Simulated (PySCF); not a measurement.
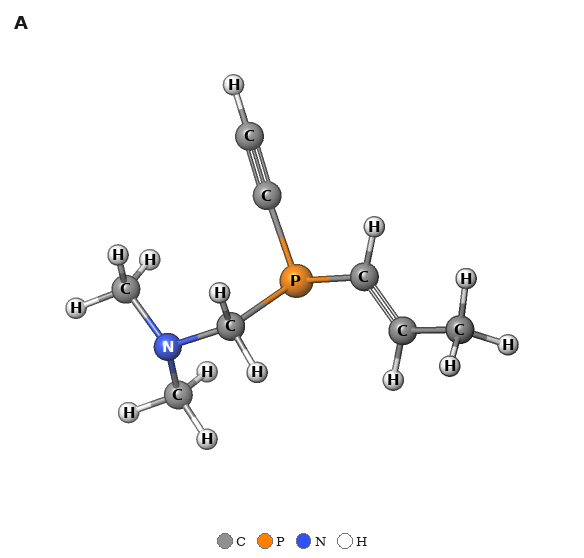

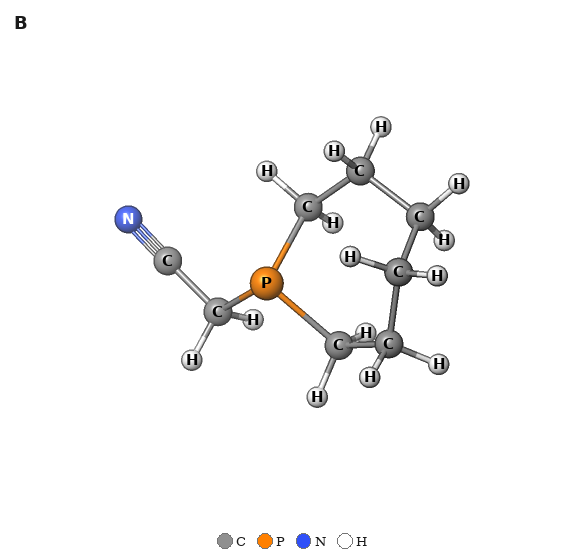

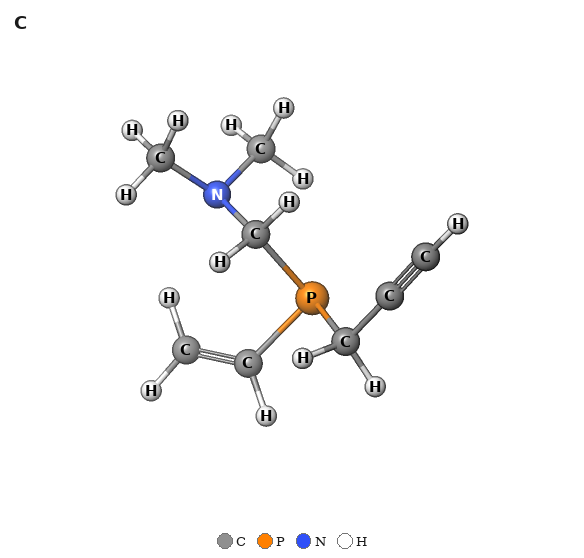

3 stationary structures of one formula. Geometries: GFN2-xTB. Electronic energies: PBE0/pcSseg-1 (PySCF 2.14.0), without zero-point energy. No frequency run is at hand to confirm each as a minimum. Each is one conformer, not always the lowest.

### How are they related?

They are constitutional isomers of C8H14NP: A `C#CP(/C=C/C)CN(C)C`, B `N#CCP1CCCCCC1`, C `C#CCP(C=C)CN(C)C`.

### Rank them by energy, lowest first.

B is lowest; A lies 67.9 kcal/mol above it, C lies 71.4 kcal/mol above it.

The geometry is semi-empirical. Around P such bond lengths and angles can be off by a tenth of an ångström or more and by several degrees, and values that hang on the shape move with them.
